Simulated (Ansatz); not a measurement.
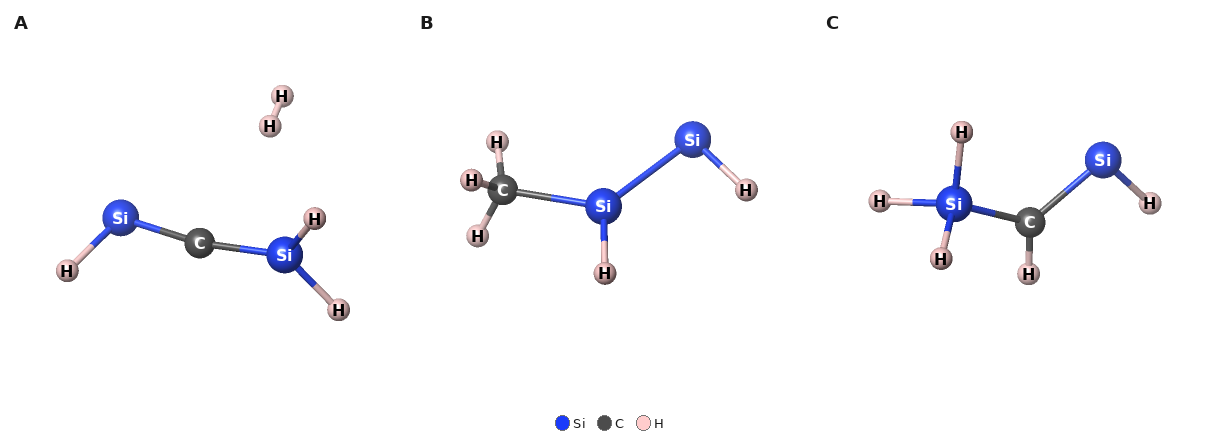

3 stationary structures of one formula. State: charge −1, singlet. Geometries: PBE0-D4/def2-TZVPD. Electronic energies: RHF-CCSD(T) (frozen core)/def2-TZVPPD (Ansatz 0.2.0), without zero-point energy. No frequency run is at hand to confirm each as a minimum. Each is one conformer, not always the lowest.

> Rank them by energy, lowest first.

B is lowest (Cs); C lies 0.107 eV above it (Cs), A lies 2.481 eV above it.
